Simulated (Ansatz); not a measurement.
**Single-point calculation, with input and output: ZrSi2H6O5**

System: ZrSi2H6O5 ((OH)2Zr(OSiH2)2O).
Method: RKS PBE0-D4/def2-TZVP (Ansatz 0.2.0).

The geometry comes from this level: B3LYP-D4/def2-SVP.

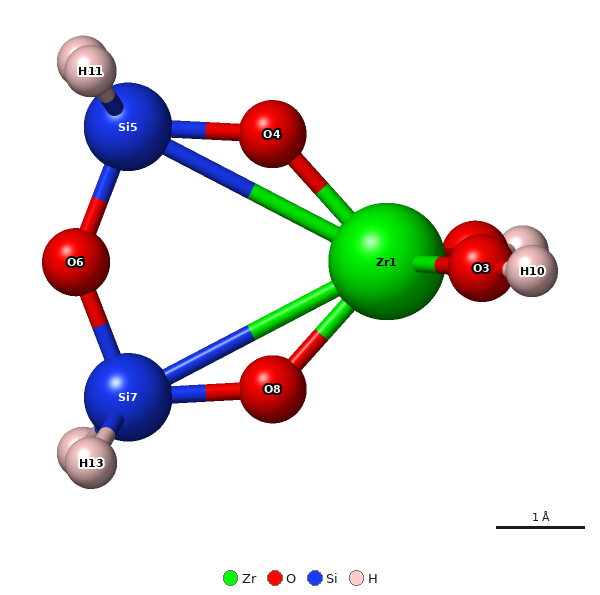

The structure as given in the input (ball-and-stick view, seen at a tilt; atoms are numbered from 1 in the order of the input). Sticks mark near contacts.

### The input
```yaml
crystal:
  periodic: [false, false, false]
  atoms:
    - {symbol: Zr, position_ang: [-0.305692, 1.144793, -0.877995]}
    - {symbol: O, position_ang: [-1.985415, 1.361749, -1.806446]}
    - {symbol: O, position_ang: [0.956878, 2.570319, -1.198956]}
    - {symbol: O, position_ang: [-0.582021, 0.856064, 1.053203]}
    - {symbol: Si, position_ang: [-0.268328, -0.388938, 2.111185]}
    - {symbol: O, position_ang: [0.433597, -1.632362, 1.250741]}
    - {symbol: Si, position_ang: [0.880049, -1.949691, -0.323796]}
    - {symbol: O, position_ang: [0.498685, -0.618008, -1.245174]}
    - {symbol: H, position_ang: [-2.801891, 1.511572, -2.285554]}
    - {symbol: H, position_ang: [1.557335, 3.294644, -1.381588]}
    - {symbol: H, position_ang: [0.681320, 0.061897, 3.162503]}
    - {symbol: H, position_ang: [-1.536293, -0.878789, 2.713354]}
    - {symbol: H, position_ang: [2.345607, -2.196284, -0.365750]}
    - {symbol: H, position_ang: [0.126160, -3.136977, -0.805716]}
basis:
  gaussian: {orbitals: def2-TZVP, initial_orbitals: start.molden}
hamiltonian: {xc: pbe0, dispersion: d4}
scf: {omitted_lower_state_checks: [starts]}
output: {orbitals: {seedname: orbitals}}
```

Machine: 4 threads of Arm Neoverse V1, 23 GiB of memory available, shared host.

Launch command:
```bash
ansatz run in.yaml --threads 4 --pin off --events-out ev --progress --plain --max-ram 4787MiB
```

### Output
```
Functional definition: PBE0
  name "PBE0"
  cite "Adamo & Barone, J. Chem. Phys. 110, 6158 (1999) doi:10.1063/1.478522"
  cite "Perdew, Burke & Ernzerhof, Phys. Rev. Lett. 77, 3865 (1996) doi:10.1103/PhysRevLett.77.3865"
  parent pbe
  parameter a = 0.25
  parameter kappa = 0.804
  parameter beta = 0.06672455060314922
  exchange = (1 - a)*pbe_x(kappa = kappa, mu = beta*pi^2/3) + a*exact_x
  correlation = pbe_c(beta = beta)
these checks for a lower state are left out or cut short: starts
1954 factors; their error is unknown
mean field evaluation 1: about -27361.2892 eV, gradient 2.2e2 eV
mean field evaluation 2: about -27367.9030 eV, gradient 7.3e0 eV
mean field evaluation 4: about -27368.1474 eV, gradient 2.8e-1 eV
mean field evaluation 8: about -27368.1475 eV, gradient 2.3e-5 eV
mean field -27368.14754477 eV, -1005.7608714738 hartree, gradient 2.3e-5 eV, S^2 0.000000; 0 other end points of the search recorded, 0 dependent functions left out
reference -27368.14760767 eV, -1005.7608737852 hartree; 43, 43 occupied and 262, 262 virtual orbitals, 1954 factors
Total energy: -27368.53534503 eV, -1005.7751228703 hartree
Checks for a lower state left out: starts
```

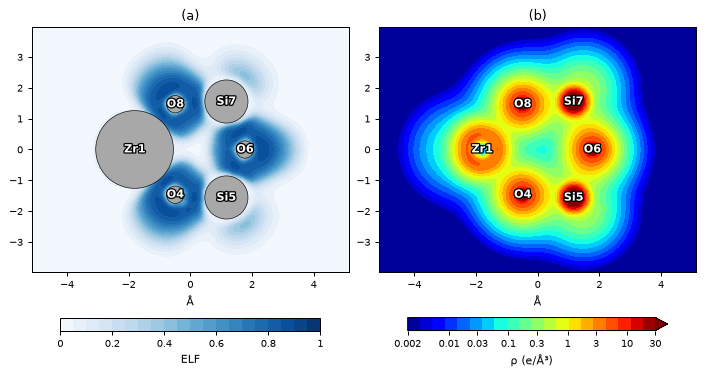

(a) electron localisation function; (b) electron density on the plane of atoms O4, Zr1 and Si7. Grey discs, where drawn, cover atomic cores. Atoms in the plane: Zr, O and Si. Si–O (1.66 Å): ρ is about 1.1 e/Å³ halfway; the ELF peaks at about 0.85 between the atoms, which marks a shared but strongly polarised pair. Zr–O (1.97 Å): ρ at the midpoint is about 0.87 e/Å³; the ELF peaks at about 0.85 in the valence shell of O, 0.5 Å from its nucleus, and drops to about 0.25 between the two atoms.

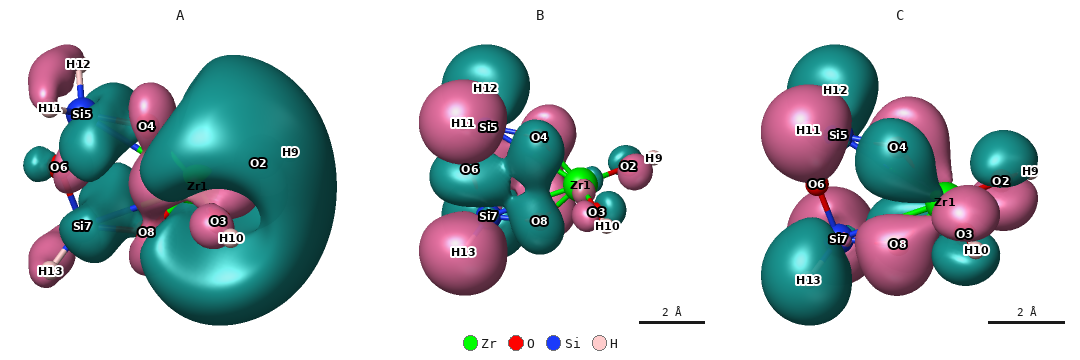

Three frontier orbitals at ±0.04 Å⁻³ᐟ² (teal and pink are the two phases). C is the HOMO−1 (−8.61 eV). It lies mainly on O4 (20 %), O8 (20 %), Si5 (10 %) and Si7 (10 %). B is the HOMO (−8.22 eV). By Hirshfeld shares it lies mainly on O6 (20 %), Si5 (15 %), Si7 (15 %), H13 (10 %) and H11 (10 %). A is the LUMO (−0.50 eV). It lies mainly on Zr1 (70 %). The HOMO–LUMO gap is 7.72 eV between the orbital energies.

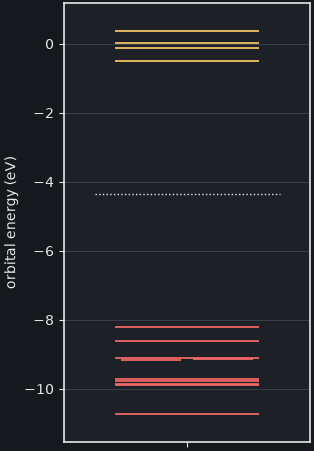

Orbital energies near the frontier; the dotted line parts filled from empty levels, and levels within 0.02 eV of each other stand side by side. Highest filled −8.22 eV, lowest empty −0.50 eV, 7.72 eV apart.

### Results in brief

```tsv
quantity	value
outcome	converged
total energy	−27368.5353 eV
mean-field energy	−27368.1476 eV
dispersion energy	−0.3877 eV
SCF solution under orbital rotations	stable
HOMO	−8.22 eV
LUMO	−0.50 eV
wall time	9.5 s (CPU time 36 s)
peak memory	1.2 GiB
```
